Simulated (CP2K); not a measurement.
# CH3Al2Cl (SMILES [Cl][Al]1[CH2][AlH]1), run twice

Aim: energy and forces of CH3Al2Cl at AM1.

The calculation is run with CP2K 2026.2.

7 further runs of the same task are left out: 3 that didn't finish, 4 set aside as unsound or not needed.

### Step 1. The structure to begin with

CH3Al2Cl: 7 atoms, total charge 0, spin state singlet. As SMILES, `[Cl][Al]1[CH2][AlH]1`. Geometry: a GFN2-xTB relaxation, a rough one for these elements and not checked as a minimum.

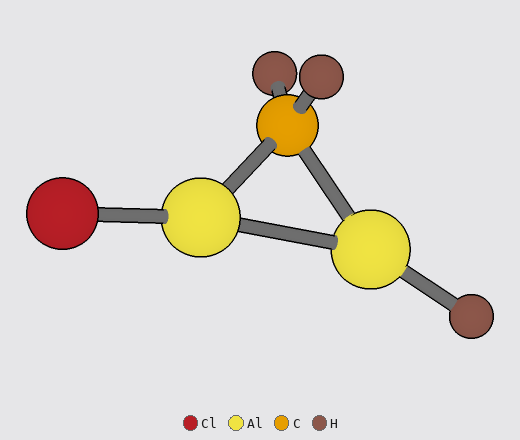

The structure, seen from a chosen angle (chlorine red, aluminium yellow, carbon amber, hydrogen brown).

### Step 2. First attempt

Input file run.inp:

```
&global
   project_name run
   run_type OPT
   print_level MEDIUM
&end

&force_eval
   method QUICKSTEP
   &dft
      &qs
         method AM1
         eps_default 1.0E-10
         &se
            &coulomb
               cutoff [angstrom] 50
               rc_range [angstrom] 0
            &end
            &exchange
               cutoff [angstrom] 50
               rc_range [angstrom] 0
            &end
         &end
      &end
      &poisson
         periodic NONE
         poisson_solver ANALYTIC
      &end
      &scf
         scf_guess ATOMIC
         eps_scf 1.0E-06
         max_scf 100
         added_mos 8
         &diagonalization
            algorithm STANDARD
         &end
         &mixing
            method DIRECT_P_MIXING
            alpha 0.4
         &end
      &end
      ! extra output
      &print
         &moments
            periodic F
            reference COM
            max_moment 1
         &end
         &mo ON
            energies T
            occupation_numbers T
            ndigits 6
            &each
               qs_scf 0
            &end
            add_last NUMERIC
         &end
         &hirshfeld OFF
         &end
      &end
   &end
   &subsys
      ! box in angstrom
      &cell
         abc 13.4 13.6 14.3
         periodic NONE
      &end
      &coord
         Cl    -2.105470    -2.404290     1.116880
         Al    -0.977790    -0.995460     0.156880
         C      0.419020     0.494130     0.664540
         Al     0.200650     0.614150    -1.330320
         H      0.583070     1.208690     1.486350
         H      1.326740    -0.160760     0.684830
         H      0.553790     1.243550    -2.779150
      &end
      &topology
         &center_coordinates
         &end
      &end
   &end
   &print
      &forces ON
      &end
   &end
&end
```

On the command line:

```sh
$ OMP_NUM_THREADS=1 cp2k.psmp -i run.inp -o run.out
```

Log:

```text
*******************************************************************************
 *   ___                                                                       *
 *  /   \                                                                      *
 * [ABORT]                                                                     *
 *  \___/                    invalid value for enumeration:OPT                 *
 *    |                                                                        *
 *  O/|                                                                        *
 * /| |                                                                        *
 * / \                                     input/input_enumeration_types.F:215 *
 *******************************************************************************

 ===== Routine Calling Stack =====

            4 val_create_parsing
            3 section_vals_parse
            2 section_vals_parse
            1 read_input
```

It took 1.1 s on 1 thread of Intel Xeon Platinum 8375C at 2.90GHz (Ice Lake), shared host; peak memory 0.16 GiB.

### Step 3. Diagnosis

The program refused the input.

The log says `\___/                    invalid value for enumeration:OPT`. Cause: unknown run type.

### Step 4. Second attempt

Input file qs.inp:

```
&global
  project_name qs
  run_type ENERGY_FORCE
  print_level MEDIUM
&end global
&force_eval
  method QUICKSTEP
  &dft
    charge 0
    multiplicity 1
    &qs
      method AM1
      eps_default 1.0E-10
      &se
        &coulomb
          cutoff [angstrom] 50
          rc_range [angstrom] 0
        &end coulomb
        &exchange
          cutoff [angstrom] 50
          rc_range [angstrom] 0
        &end exchange
      &end se
    &end qs
    &poisson
      periodic NONE
      poisson_solver ANALYTIC
    &end poisson
    &scf
      scf_guess ATOMIC
      eps_scf 1.0E-06
      max_scf 100
      added_mos 8
      &diagonalization
        algorithm STANDARD
      &end diagonalization
      &mixing
        method DIRECT_P_MIXING
        alpha 0.4
      &end mixing
    &end scf
    &print
      &moments
        periodic F
        reference COM
        max_moment 1
      &end moments
      &mo ON
        energies T
        occupation_numbers T
        ndigits 6
        &each
          qs_scf 0
        &end each
        add_last NUMERIC
      &end mo
      &hirshfeld OFF
      &end hirshfeld
    &end print
  &end dft
  &subsys
    &cell
      abc [angstrom] 13.4 13.6 14.3
      periodic NONE
    &end cell
    &coord
      Cl    -2.105470    -2.404290     1.116880
      Al    -0.977790    -0.995460     0.156880
      C      0.419020     0.494130     0.664540
      Al     0.200650     0.614150    -1.330320
      H      0.583070     1.208690     1.486350
      H      1.326740    -0.160760     0.684830
      H      0.553790     1.243550    -2.779150
    &end coord
    &topology
      &center_coordinates
      &end center_coordinates
    &end topology
  &end subsys
  &print
    &forces ON
    &end forces
  &end print
&end force_eval
```

On the command line:

```sh
$ OMP_NUM_THREADS=1 cp2k.psmp -i qs.inp -o qs.out
```

Log:

```text
CP2K| version string:                                       CP2K version 2026.2
[...]
 GLOBAL| Method name                                                        CP2K
[...]
 GLOBAL| Run type                                                   ENERGY_FORCE
[...]
                             - Atoms:                                          7
[...]
                             - Spherical basis functions:                     19
[...]
 Number of electrons:                                                         20
[...]
     1 P_Mix/Diag. 0.40E+00    0.0     0.75120654       -19.9488151133 -1.99E+01
[...]
    20 DIIS/Diag.  0.14E-06    0.0     0.00000069       -23.5457921666 -8.21E-12
  *** SCF run converged in    20 steps ***
  Core-core repulsion energy [eV]:                            733.97591362813671
  Core Hamiltonian energy [eV]:                             -1011.08834449946050
  Two-electron integral energy [eV]:                         -727.20231596233998
  Electronic energy [eV]:                                   -1374.68950248063038
  Total energy [eV]:                                         -640.71358885249390
  Atomic reference energy [eV]:                               642.38484635462044
  Heat of formation [kcal/mol]:                                38.54011662073553
[...]
 SE_DIPOLE| Moment [Debye]         -1.60944159      -1.58876647       0.89914488
 SE_DIPOLE| Derivative [a.u.]       0.00000000       0.00000000       0.00000000
 ENERGY| Total FORCE_EVAL ( QS ) energy [hartree]            -23.545792166616682
 FORCES| Atomic forces [hartree/bohr]
 FORCES|   Atom     x               y               z               |f|
 FORCES|      1  1.87194894E-02  2.36416535E-02 -1.19128462E-02   3.24231856E-02
 FORCES|      2  1.03178804E-02  1.60837184E-02  3.80258723E-03   1.94834371E-02
 FORCES|      3 -7.01308615E-03 -2.28322523E-02 -4.04082109E-02   4.69395210E-02
 FORCES|      4 -1.08600068E-03 -1.70859385E-04  1.62740883E-02   1.63111784E-02
 FORCES|      5 -1.38438210E-02  2.40719900E-03 -9.29571587E-03   1.68480361E-02
 FORCES|      6  1.92314552E-03 -4.36174636E-03 -2.19996969E-04   4.77197220E-03
 FORCES|      7 -9.01760754E-03 -1.47677128E-02  4.17600944E-02   4.52029653E-02
 FORCES| Sum    -6.93889390E-17  2.98372438E-16 -2.77555756E-17
 FORCES| Total atomic force                                       3.07589513E-16
[...]
```

Run time: 1.1 s. Hardware: 1 thread of Intel Xeon Platinum 8375C at 2.90GHz (Ice Lake), shared host; peak memory 0.18 GiB.

### Step 5. What came out

Level: AM1.

| quantity | value |
| --- | --- |
| total energy | -23.54579 Eh |
| dipole moment | 2.43 D |
| HOMO energy | -7.86 eV |
| LUMO energy | -1.51 eV |
| HOMO–LUMO gap | 6.36 eV |
| heat of formation at this unrelaxed shape | 38.5 kcal/mol |
| largest force on an atom | 2.414 eV/Å |

**Reading.** The largest force is 2.41 eV/Å: the shape isn't a stationary point for this species at this level.
